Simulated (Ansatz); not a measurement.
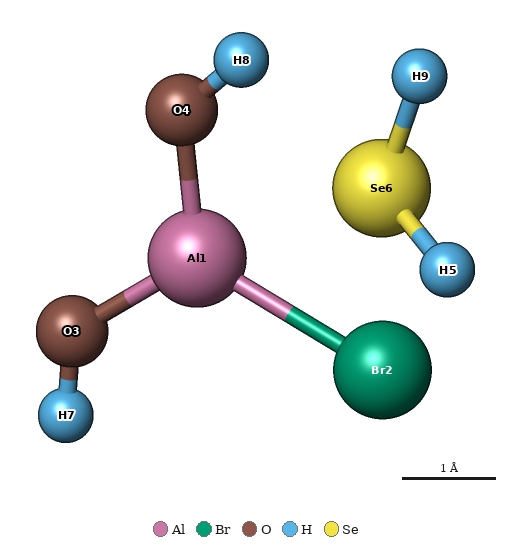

Figure 1. The starting structure (ball-and-stick view, seen at a tilt; atoms are numbered from 1 in the order of the input). Sticks mark near contacts.

## Geometry relaxation of AlH₄SeBrO₂ (part 1 of 2)

System: AlH₄SeBrO₂.
Method: RKS PBE0-D4/def2-SVP (Ansatz 0.2.0).

It belongs to a series of runs on one base structure; here: end point A relaxed. Figures and captions count atoms from 1; the log counts them from 0 in places.

Output
```
The last accepted step is kept in [file] (removed where the run ends without a failure and the disk answers)
Engine: ansatz 0.2.0, aarch64-unknown-linux-gnu
Functional definition: PBE0
  parameter a = 0.25
  parameter kappa = 0.804
  parameter beta = 0.06672455060314922
  exchange = (1 - a)*pbe_x(kappa = kappa, mu = beta*pi^2/3) + a*exact_x
  correlation = pbe_c(beta = beta)
1322 factors; integrals over basis functions are off by at most 2.8e-4 eV
mean field evaluation 1: about -146102.9375 eV, gradient 7.1e1 eV
mean field evaluation 2: about -146082.4992 eV, gradient 1.2e2 eV
mean field evaluation 4: about -146111.7057 eV, gradient 3.5e0 eV
mean field evaluation 8: about -146111.7376 eV, gradient 1.6e-1 eV
mean field evaluation 16: about -146111.7376 eV, gradient 3.7e-5 eV
mean field -146111.73763660 eV, -5369.5073200524 hartree, gradient 3.7e-5 eV, S^2 0.000000; 0 other end points of the search recorded, 0 dependent functions left out
the calculation of the forces begins
reference -146111.73766634 eV, -5369.5073211452 hartree; 51, 51 occupied and 79, 79 virtual orbitals, 1322 factors
relax step   1: F+E_penalty+E_count = -146111.93154816 eV  Δ(F+E_penalty+E_count) = +0.000e0 eV  max|allowed force component| = 8.346e-1 eV/Å  Δτ_max = 0.0000 Å  (26 SCF iters, accepted)
these checks for a lower state are left out or cut short: starts, cluster_reference, orbital_swaps, neighbouring_geometries, increment
1322 factors; integrals over basis functions are off by at most 2.9e-4 eV
mean field -146111.83888218 eV, -5369.5110407587 hartree, gradient 1.1e-5 eV, S^2 0.000000; 0 other end points of the search recorded, 0 dependent functions left out
[... from here on the field's lines of each further geometry are left out, up to the last ...]
relax step   2: F+E_penalty+E_count = -146112.04313597 eV  Δ(F+E_penalty+E_count) = -1.116e-1 eV  max|allowed force component| = 3.014e-1 eV/Å  Δτ_max = 0.1945 Å  (29 SCF iters, accepted)
relax step   3: F+E_penalty+E_count = -146112.14700555 eV  Δ(F+E_penalty+E_count) = -1.039e-1 eV  max|allowed force component| = 5.617e-1 eV/Å  Δτ_max = 0.1950 Å  (29 SCF iters, accepted)
relax step   4: F+E_penalty+E_count = -146112.23978835 eV  Δ(F+E_penalty+E_count) = -9.278e-2 eV  max|allowed force component| = 9.925e-1 eV/Å  Δτ_max = 0.1944 Å  (29 SCF iters, accepted)
relax step   5: F+E_penalty+E_count = -146112.29729136 eV  Δ(F+E_penalty+E_count) = -5.750e-2 eV  max|allowed force component| = 6.810e-1 eV/Å  Δτ_max = 0.1940 Å  (28 SCF iters, accepted)
relax step   6: F+E_penalty+E_count = -146112.34969780 eV  Δ(F+E_penalty+E_count) = -5.241e-2 eV  max|allowed force component| = 1.930e-1 eV/Å  Δτ_max = 0.1684 Å  (28 SCF iters, accepted)
relax step   7: F+E_penalty+E_count = -146112.35678080 eV  Δ(F+E_penalty+E_count) = -7.083e-3 eV  max|allowed force component| = 2.880e-1 eV/Å  Δτ_max = 0.1052 Å  (28 SCF iters, accepted)
relax step   8: F+E_penalty+E_count = -146112.36658744 eV  Δ(F+E_penalty+E_count) = -9.807e-3 eV  max|allowed force component| = 2.382e-1 eV/Å  Δτ_max = 0.0547 Å  (27 SCF iters, accepted)
relax step   9: F+E_penalty+E_count = -146112.38233458 eV  Δ(F+E_penalty+E_count) = -1.575e-2 eV  max|allowed force component| = 2.093e-1 eV/Å  Δτ_max = 0.1999 Å  (33 SCF iters, accepted)
relax step  10: F+E_penalty+E_count = -146112.37514501 eV  Δ(F+E_penalty+E_count) = +7.190e-3 eV  max|allowed force component| = 4.296e-1 eV/Å  Δτ_max = 0.1063 Å  (27 SCF iters, rejected (line search))
relax step  11: F+E_penalty+E_count = -146112.39086624 eV  Δ(F+E_penalty+E_count) = -8.532e-3 eV  max|allowed force component| = 3.496e-1 eV/Å  Δτ_max = 0.0517 Å  (28 SCF iters, accepted)
relax step  12: F+E_penalty+E_count = -146112.39932858 eV  Δ(F+E_penalty+E_count) = -8.462e-3 eV  max|allowed force component| = 7.962e-2 eV/Å  Δτ_max = 0.1000 Å  (28 SCF iters, accepted)
relax step  13: F+E_penalty+E_count = -146112.40254716 eV  Δ(F+E_penalty+E_count) = -3.219e-3 eV  max|allowed force component| = 7.376e-2 eV/Å  Δτ_max = 0.0980 Å  (28 SCF iters, accepted)
relax step  14: F+E_penalty+E_count = -146112.38464129 eV  Δ(F+E_penalty+E_count) = +1.791e-2 eV  max|allowed force component| = 8.526e-1 eV/Å  Δτ_max = 0.1951 Å  (28 SCF iters, rejected (line search))
relax step  15: F+E_penalty+E_count = -146112.40632647 eV  Δ(F+E_penalty+E_count) = -3.779e-3 eV  max|allowed force component| = 4.800e-2 eV/Å  Δτ_max = 0.0566 Å  (28 SCF iters, accepted)
relax step  16: F+E_penalty+E_count = -146112.40974769 eV  Δ(F+E_penalty+E_count) = -3.421e-3 eV  max|allowed force component| = 2.364e-1 eV/Å  Δτ_max = 0.0981 Å  (28 SCF iters, accepted)
relax step  17: F+E_penalty+E_count = -146112.41276102 eV  Δ(F+E_penalty+E_count) = -3.013e-3 eV  max|allowed force component| = 2.006e-1 eV/Å  Δτ_max = 0.0559 Å  (28 SCF iters, accepted)
relax step  18: F+E_penalty+E_count = -146112.42126858 eV  Δ(F+E_penalty+E_count) = -8.508e-3 eV  max|allowed force component| = 2.036e-1 eV/Å  Δτ_max = 0.2000 Å  (28 SCF iters, accepted)
relax step  19: F+E_penalty+E_count = -146112.42248309 eV  Δ(F+E_penalty+E_count) = -1.215e-3 eV  max|allowed force component| = 1.863e-1 eV/Å  Δτ_max = 0.0081 Å  (23 SCF iters, accepted)
relax step  20: F+E_penalty+E_count = -146112.42602336 eV  Δ(F+E_penalty+E_count) = -3.540e-3 eV  max|allowed force component| = 2.613e-1 eV/Å  Δτ_max = 0.0581 Å  (28 SCF iters, accepted)
relax step  21: F+E_penalty+E_count = -146112.42861428 eV  Δ(F+E_penalty+E_count) = -2.591e-3 eV  max|allowed force component| = 1.111e-1 eV/Å  Δτ_max = 0.0381 Å  (30 SCF iters, accepted)
relax step  22: F+E_penalty+E_count = -146112.42997678 eV  Δ(F+E_penalty+E_count) = -1.363e-3 eV  max|allowed force component| = 1.196e-1 eV/Å  Δτ_max = 0.0479 Å  (28 SCF iters, accepted)
relax step  23: F+E_penalty+E_count = -146112.43100413 eV  Δ(F+E_penalty+E_count) = -1.027e-3 eV  max|allowed force component| = 2.339e-1 eV/Å  Δτ_max = 0.0330 Å  (28 SCF iters, accepted)
relax step  24: F+E_penalty+E_count = -146112.42970174 eV  Δ(F+E_penalty+E_count) = +1.302e-3 eV  max|allowed force component| = 3.271e-1 eV/Å  Δτ_max = 0.1768 Å  (28 SCF iters, rejected (line search))
relax step  25: F+E_penalty+E_count = -146112.43377084 eV  Δ(F+E_penalty+E_count) = -2.767e-3 eV  max|allowed force component| = 2.170e-2 eV/Å  Δτ_max = 0.0806 Å  (28 SCF iters, accepted)
relax step  26: F+E_penalty+E_count = -146112.42890495 eV  Δ(F+E_penalty+E_count) = +4.866e-3 eV  max|allowed force component| = 7.925e-1 eV/Å  Δτ_max = 0.0975 Å  (28 SCF iters, rejected (line search))
relax step  27: F+E_penalty+E_count = -146112.43436875 eV  Δ(F+E_penalty+E_count) = -5.979e-4 eV  max|allowed force component| = 1.295e-1 eV/Å  Δτ_max = 0.0324 Å  (29 SCF iters, accepted)
relax step  28: F+E_penalty+E_count = -146112.43509212 eV  Δ(F+E_penalty+E_count) = -7.234e-4 eV  max|allowed force component| = 1.890e-2 eV/Å  Δτ_max = 0.0231 Å  (28 SCF iters, accepted)
relax step  29: F+E_penalty+E_count = -146112.43313054 eV  Δ(F+E_penalty+E_count) = +1.962e-3 eV  max|allowed force component| = 5.167e-1 eV/Å  Δτ_max = 0.0727 Å  (28 SCF iters, rejected (line search))
relax step  30: F+E_penalty+E_count = -146112.43561175 eV  Δ(F+E_penalty+E_count) = -5.196e-4 eV  max|allowed force component| = 6.800e-2 eV/Å  Δτ_max = 0.0264 Å  (29 SCF iters, accepted)
relax step  31: F+E_penalty+E_count = -146112.43569451 eV  Δ(F+E_penalty+E_count) = -8.276e-5 eV  max|allowed force component| = 1.857e-1 eV/Å  Δτ_max = 0.0369 Å  (28 SCF iters, accepted)
relax step  32: F+E_penalty+E_count = -146112.43604173 eV  Δ(F+E_penalty+E_count) = -3.472e-4 eV  max|allowed force component| = 9.838e-2 eV/Å  Δτ_max = 0.0079 Å  (29 SCF iters, accepted)
relax step  33: F+E_penalty+E_count = -146112.43605670 eV  Δ(F+E_penalty+E_count) = -1.497e-5 eV  max|allowed force component| = 6.813e-2 eV/Å  Δτ_max = 0.0181 Å  (28 SCF iters, accepted)
the calculation of the forces begins
reference -146112.21650665 eV, -5369.5249182020 hartree; 51, 51 occupied and 79, 79 virtual orbitals, 1322 factors
relax step  34: F+E_penalty+E_count = -146112.43622961 eV  Δ(F+E_penalty+E_count) = -1.729e-4 eV  max|allowed force component| = 2.493e-2 eV/Å  Δτ_max = 0.0157 Å  (28 SCF iters, accepted)
1322 factors; integrals over basis functions are off by at most 3.7e-4 eV
mean field evaluation 256: about -146112.2027 eV, gradient 2.0e-1 eV
```

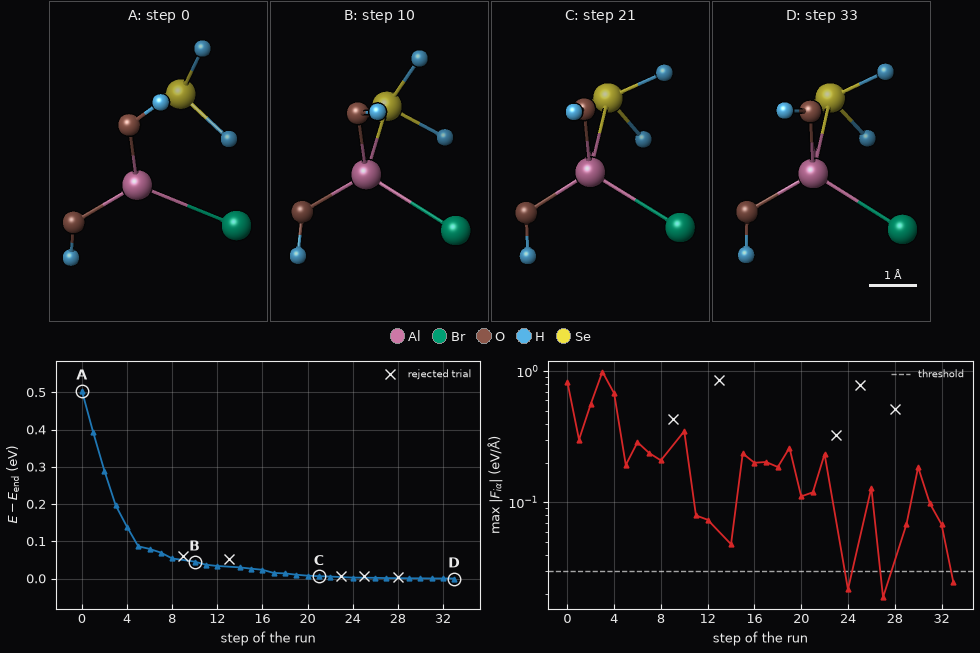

Figure 2. Frames of the relaxation (ball-and-stick view, seen at a tilt) above the curves, on which the letters mark them (the first geometry is step 0 here and step 1 in the log).

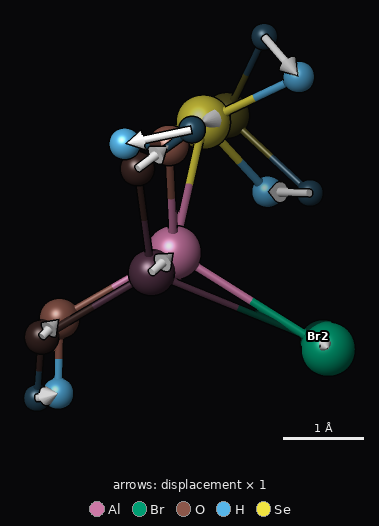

Figure 3. Start (faint) and end (solid) with the displacements as white arrows, at true length (ball-and-stick view, seen at a tilt). The two geometries are laid on each other by the best rigid fit. After 33 geometry steps the energy has fallen by 0.505 eV. The largest force component goes from 0.83 to 0.025 eV/Å. The line search rejected the trial steps at points 9, 13, 23, 25, 28 (counted from 0) and went back. The atom that moves furthest after the best rigid fit is H8 (0.86 Å). By element the largest moves are H 0.86 Å, Se 0.75 Å, O 0.57 Å, Al 0.48 Å, Br 0.14 Å. Distances before and after: Al1–Se6 3.700 → 2.618 Å, Al1–Br2 2.376 → 2.290 Å, Al1–O4 1.687 → 1.713 Å, Al1–O3 1.685 → 1.710 Å. New bonds form: Al1–Se6 (3.70 → 2.62 Å). Among the angles that change: Al1–O3–H7 128.5° → 122.6°, Br2–Al1–O3 120.4° → 116.6°, Br2–Al1–O4 120.1° → 118.1°. (Atoms are counted from 1 in the order of the input.)

```
mean field -146112.21647745 eV, -5369.5249171287 hartree, gradient 6.9e-6 eV, S^2 0.000000; 1 other end points of the search recorded, 0 dependent functions left out
the calculation of the forces begins
reference -146112.21650665 eV, -5369.5249182020 hartree; 51, 51 occupied and 79, 79 virtual orbitals, 1322 factors
Total energy: -146112.43625881 eV, -5369.5329939450 hartree
Atom 0 at    -0.417773    -0.256150    -0.424684 Å, force    -0.001606     0.003216    -0.004587 eV/Å
Atom 1 at     0.544200    -2.334339    -0.400054 Å, force     0.001253     0.011817     0.001447 eV/Å
Atom 2 at    -0.322158     0.613247    -1.894325 Å, force    -0.002139    -0.005332     0.003088 eV/Å
Atom 3 at    -1.711298     0.045796     0.656569 Å, force     0.023089    -0.007233     0.006899 eV/Å
Atom 4 at     2.431844     0.323903     0.902447 Å, force     0.003743     0.001036     0.003978 eV/Å
Atom 5 at     1.180972     1.045053     1.188539 Å, force    -0.002247    -0.010331    -0.004547 eV/Å
Atom 6 at     0.049635     0.236696    -2.693442 Å, force    -0.000378    -0.001053     0.000122 eV/Å
Atom 7 at    -2.612370     0.182302     0.360832 Å, force    -0.024926     0.006998    -0.008876 eV/Å
Atom 8 at     0.856947     0.143490     2.304219 Å, force     0.003211     0.000883     0.002477 eV/Å
Dipole moment:     0.343441     0.366213     0.235334 e Å
```

Trajectory as extended XYZ (Å, eV, eV/Å), 34 frames, from step=1 to step=34
```
9
Properties=species:S:1:pos:R:3:forces:R:3 step=1 energy=-146111.93155
Al   -0.7241   -0.2625   -0.7971    0.7534  -0.7318   0.3266
Br    0.5867   -2.2018   -0.3915   -0.6423   0.8346  -0.2185
O    -0.5032    0.6360   -2.2051    0.0103  -0.0033  -0.0251
O    -2.0382    0.0949    0.1982    0.0108  -0.0053  -0.0034
H     2.0392   -0.3557    1.1563   -0.0054   0.4687   0.1283
Se    1.8889    1.1058    1.4371   -0.1536  -0.5235  -0.2514
H     0.1735    0.5359   -2.8757   -0.0237  -0.0242   0.0737
H    -2.3428   -0.3832    0.9696    0.0431  -0.0160  -0.0322
H     0.9200    0.8307    2.5084    0.0073   0.0009   0.0020
9
Properties=species:S:1:pos:R:3:forces:R:3 step=2 energy=-146112.04314
Al   -0.5963   -0.1692   -0.6840   -0.1137  -0.0155  -0.1068
Br    0.5773   -2.0918   -0.3574    0.0570  -0.2364  -0.0229
O    -0.4872    0.6041   -2.1889    0.0896   0.1195   0.1888
O    -2.0120    0.0760    0.2165    0.1467   0.1473   0.0782
H     1.9788   -0.3964    1.0968    0.0814   0.1005   0.1054
Se    1.7649    1.0492    1.3130   -0.3014  -0.0718  -0.2297
H     0.2144    0.5272   -2.8363   -0.0335  -0.0340   0.0707
H    -2.2825   -0.3843    1.0116    0.0494  -0.0078  -0.0775
H     0.8427    0.7850    2.4288    0.0245  -0.0019  -0.0061
9
Properties=species:S:1:pos:R:3:forces:R:3 step=3 energy=-146112.14701
Al   -0.5726   -0.2134   -0.6737   -0.1222   0.5617   0.0535
Br    0.5575   -2.1503   -0.3839    0.0914  -0.4349  -0.0571
O    -0.4320    0.6503   -2.1336    0.1067  -0.0768   0.1531
O    -1.9473    0.1180    0.2729    0.1166  -0.0636   0.0471
H     1.9881   -0.3895    1.1047    0.0452   0.3520   0.0673
Se    1.6139    1.0477    1.1896   -0.2781  -0.4221  -0.0667
H     0.2401    0.5350   -2.8082   -0.0930  -0.0284   0.1149
H    -2.2504   -0.3788    1.0358    0.0705   0.0388  -0.1547
H     0.8026    0.7811    2.3966    0.0628   0.0734  -0.1574
9
Properties=species:S:1:pos:R:3:forces:R:3 step=4 energy=-146112.23979
Al   -0.5027   -0.1880   -0.6107   -0.3053   0.5763  -0.0183
Br    0.5000   -2.2105   -0.4358    0.1545  -0.4323  -0.0138
O    -0.3881    0.6714   -2.0835    0.2364  -0.0722   0.1405
O    -1.9040    0.1350    0.3117    0.1133  -0.1179   0.1616
H     2.0235   -0.3725    1.1184   -0.1665   0.8199  -0.0586
Se    1.4658    1.0342    1.0644   -0.0441  -0.9925   0.2680
H     0.2700    0.5324   -2.7699   -0.1723  -0.0237   0.1637
H    -2.2212   -0.3873    1.0543    0.0886   0.0917  -0.2525
H     0.7566    0.7853    2.3512    0.0954   0.1508  -0.3905
9
Properties=species:S:1:pos:R:3:forces:R:3 step=5 energy=-146112.29729
Al   -0.4534   -0.1955   -0.5366   -0.3686   0.3060  -0.3019
Br    0.4512   -2.2938   -0.4688    0.0227  -0.2158  -0.0186
O    -0.2910    0.7272   -1.9702    0.2251  -0.1615  -0.0505
O    -1.8432    0.1645    0.3932   -0.0435  -0.2646   0.2951
H     2.0555   -0.3277    1.0669   -0.2491   0.6810  -0.0193
Se    1.3430    0.9931    0.9200    0.4181  -0.5562   0.4750
H     0.3195    0.5378   -2.6891   -0.2322  -0.0005   0.1795
H    -2.2176   -0.4039    1.0758    0.1086   0.1704  -0.3330
H     0.6360    0.7983    2.2088    0.1190   0.0413  -0.2265
9
Properties=species:S:1:pos:R:3:forces:R:3 step=6 energy=-146112.34970
Al   -0.4697   -0.2207   -0.5585   -0.1026   0.1930  -0.1076
Br    0.3338   -2.3694   -0.5485    0.0215   0.0583   0.0271
O    -0.2728    0.7373   -1.9594    0.1317  -0.1158  -0.0047
O    -1.8265    0.1607    0.4060    0.0040  -0.1192   0.1702
H     2.1562   -0.2251    1.1547    0.0139   0.0693   0.0368
Se    1.3835    1.0152    0.9597   -0.0199  -0.1352  -0.0094
H     0.2853    0.5176   -2.7082   -0.1227  -0.0103   0.0852
H    -2.2446   -0.4368    1.0307    0.0546   0.0697  -0.1746
H     0.6547    0.8214    2.2235    0.0193  -0.0098  -0.0230
9
Properties=species:S:1:pos:R:3:forces:R:3 step=7 energy=-146112.35678
Al   -0.4866   -0.2000   -0.5754    0.0708   0.0347   0.0352
Br    0.3722   -2.3292   -0.5186   -0.0610   0.0132  -0.0441
O    -0.2884    0.7463   -1.9798   -0.1031   0.0119   0.2634
O    -1.8233    0.1863    0.4126    0.2394   0.2498  -0.2238
H     2.2307   -0.2117    1.2277   -0.0523   0.0249  -0.0531
Se    1.3877    0.9684    0.9671    0.0435   0.0396   0.0232
H     0.2176    0.4906   -2.7451    0.1108  -0.0896  -0.2265
H    -2.2668   -0.4290    0.9845   -0.2198  -0.2880   0.2131
H     0.6568    0.7782    2.2271   -0.0283   0.0034   0.0125
9
Properties=species:S:1:pos:R:3:forces:R:3 step=8 energy=-146112.36659
Al   -0.4674   -0.1915   -0.5617    0.0131  -0.1029   0.0968
Br    0.3319   -2.3406   -0.5537   -0.0007  -0.0050  -0.0030
O    -0.2688    0.7465   -1.9628    0.1448   0.0470  -0.2382
O    -1.8001    0.1895    0.4303   -0.1036  -0.0842   0.1935
H     2.2335   -0.1912    1.2284   -0.0251  -0.0019  -0.0348
Se    1.3864    0.9850    0.9722    0.0453   0.0413  -0.0134
H     0.2072    0.4656   -2.7469   -0.0939   0.0249   0.0877
H    -2.2730   -0.4503    0.9678    0.0565   0.0878  -0.1284
H     0.6503    0.7871    2.2265   -0.0364  -0.0070   0.0397
9
Properties=species:S:1:pos:R:3:forces:R:3 step=9 energy=-146112.38234
Al   -0.4145   -0.1939   -0.5192    0.0393   0.1809   0.0965
Br    0.3537   -2.3524   -0.5198   -0.0216   0.0131  -0.0069
O    -0.1785    0.7644   -1.9076    0.0928  -0.0693  -0.2082
O    -1.7308    0.2180    0.4908   -0.1196  -0.2093   0.1389
H     2.2507   -0.1581    1.1664   -0.0225   0.0554   0.0125
Se    1.3898    1.0290    1.0137   -0.0479  -0.1022   0.0041
H     0.0437    0.4047   -2.7677   -0.0087   0.0338   0.0228
H    -2.3669   -0.4354    0.7919    0.0427   0.0990  -0.0299
H     0.6528    0.7236    2.2516    0.0455  -0.0014  -0.0299
9
Properties=species:S:1:pos:R:3:forces:R:3 step=10 energy=-146112.37514 accepted=F
Al   -0.4059   -0.0980   -0.4827   -0.0768  -0.4296  -0.1677
Br    0.3162   -2.2951   -0.4954    0.0225   0.1337   0.0471
O    -0.1667    0.7533   -1.9390    0.0837   0.2001   0.0956
O    -1.7866    0.2115    0.4714    0.0418   0.1521   0.1474
H     2.2855   -0.1254    1.1235    0.0026  -0.0416  -0.0420
Se    1.3970    1.0437    1.0568   -0.0600   0.0756  -0.0456
H     0.0353    0.3293   -2.7716    0.0220  -0.0587  -0.0677
H    -2.3956   -0.4791    0.7343   -0.0104  -0.0202  -0.0097
H     0.7207    0.6598    2.3028   -0.0254  -0.0113   0.0427
```
